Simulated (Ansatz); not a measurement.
# SnClF (SMILES [F][Sn][Cl]) at r2SCAN0/STO-3G

What is the vertical electron affinity of SnClF at r2SCAN0/STO-3G? 

The calculation is run with Ansatz 0.2.0.

59 further runs of the same task are left out: 12 that didn't finish, 47 set aside as unsound or not needed.

## Step 1: Starting point

The species is SnClF (3 atoms), meant as a singlet with charge 0. SMILES: `[F][Sn][Cl]`. The coordinates come from a PBE0-D4/def2-TZVP relaxation.

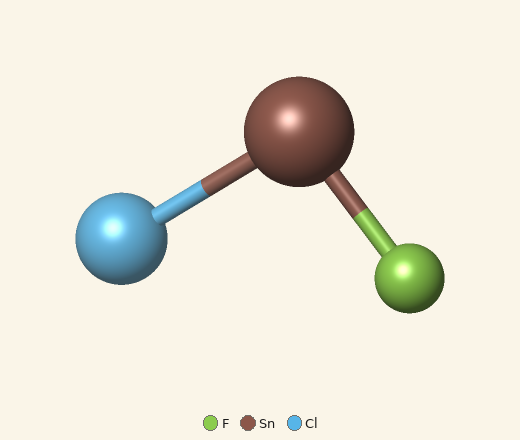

Viewed from a chosen angle; fluorine green, tin brown, chlorine blue.

## Step 2: The energy at r2SCAN0/STO-3G

The input, in.yaml:

```yaml
crystal:
  periodic: [false, false, false]
  atoms:
    - symbol: F
      position_ang: [-1.389600, 0.223100, -0.744400]
    - symbol: Sn
      position_ang: [0.164300, 0.898100, 0.190700]
    - symbol: Cl
      position_ang: [1.214300, -1.186000, 0.540500]
basis:
  gaussian: {orbitals: STO-3G}
hamiltonian: {xc: {name: r2SCAN0}}
accuracy: high
```

On the command line:

```
$ ansatz run in.yaml --threads 1 --pin off --max-ram 2610MiB --events-out events.jsonl --progress --plain --runs-dir runs
```

Log:

```text
Warning: RAYON_NUM_THREADS=1 ignored (pool sized by the plan → 1); use --threads N
Functional definition: r2SCAN0
  name "r2SCAN0"
  parameter a = 0.25
  parameter k0 = 0.174
  parameter k1 = 0.065
  parameter a1 = 4.9479
  exchange = (1 - a)*r2scan_x(k0 = k0, k1 = k1, a1 = a1) + a*exact_x
  correlation = r2scan_c
752 factors; integrals over basis functions are off by at most 5.4e-9 eV
mean field evaluation 1: about -177395.4570 eV, gradient 1.7e1 eV
mean field evaluation 2: about -177385.0694 eV, gradient 6.6e1 eV
mean field evaluation 4: about -177397.3862 eV, gradient 2.2e0 eV
mean field evaluation 8: about -177397.4238 eV, gradient 4.5e-2 eV
mean field evaluation 16: about -177397.4238 eV, gradient 3.3e-7 eV
mean field -177397.42382058 eV, -6519.2350811136 hartree, gradient 5.0e-8 eV, S^2 0.000000; 0 other end points of the search recorded, 0 dependent functions left out
reference -177397.42382081 eV, -6519.2350811222 hartree; 38, 38 occupied and 3, 3 virtual orbitals, 752 factors
Total energy: -177397.42382081 eV, -6519.2350811222 hartree
```

It took 5.7 s on 1 thread of Arm Neoverse V1, shared host; peak memory 0.18 GiB.

## Step 3: The doublet anion

The input, molecule.yaml:

```yaml
crystal:
  periodic: [false, false, false]
  atoms:
    - {symbol: F, position_ang: [-1.389600, 0.223100, -0.744400]}
    - {symbol: Sn, position_ang: [0.164300, 0.898100, 0.190700]}
    - {symbol: Cl, position_ang: [1.214300, -1.186000, 0.540500]}
basis:
  gaussian:
    orbitals: STO-3G
total_charge: -1
magnetization:
  spin_polarized: true
  initial_magnetization: 1
hamiltonian:
  xc: {name: r2SCAN0}
accuracy: high
```

On the command line:

```
$ ansatz run molecule.yaml --threads 1 --pin off --max-ram 2610MiB --events-out events.jsonl --progress --plain --runs-dir runs
```

Log, shortened:

```text
Warning: RAYON_NUM_THREADS=1 ignored (pool sized by the plan → 1); use --threads N
[... 8 set-up lines as earlier in the session ...]
752 factors; integrals over basis functions are off by at most 5.4e-9 eV
mean field evaluation 1: about -177392.4981 eV, gradient 1.5e1 eV
mean field evaluation 2: about -177392.6355 eV, gradient 1.2e1 eV
mean field evaluation 4: about -177394.2878 eV, gradient 2.5e-1 eV
mean field evaluation 8: about -177394.3177 eV, gradient 9.0e-3 eV
mean field evaluation 16: about -177394.3177 eV, gradient 8.5e-7 eV
mean field -177394.31768772 eV, -6519.1209328367 hartree, gradient 1.0e-8 eV, S^2 0.752135; 0 other end points of the search recorded, 0 dependent functions left out
reference -177394.31768817 eV, -6519.1209328529 hartree; 39, 38 occupied and 2, 3 virtual orbitals, 752 factors
Total energy: -177394.31768817 eV, -6519.1209328529 hartree
```

Wall time 11 s (1 thread of Arm Neoverse V1, shared host); peak memory 0.32 GiB.

## Step 4: Results

At r2SCAN0/STO-3G:

| quantity | value |
| --- | --- |
| singlet SnClF: total energy | -6519.23508 Eh |
| doublet anion: total energy | -6519.12093 Eh |
| doublet anion: ⟨S²⟩ | 0.752 |
| vertical electron affinity (to the doublet anion) | -3.106 eV |

In words: The anion lies 3.11 eV (72 kcal/mol) above the neutral: the electron isn't bound at this level, and such a value depends on the basis. Without diffuse functions anions come out too high. In a minimal basis such a difference can be off by several eV, whatever the method. Relativity is left out (singlet SnClF) although the molecule holds a heavy atom. Relativity is left out (doublet anion) although the molecule holds a heavy atom.
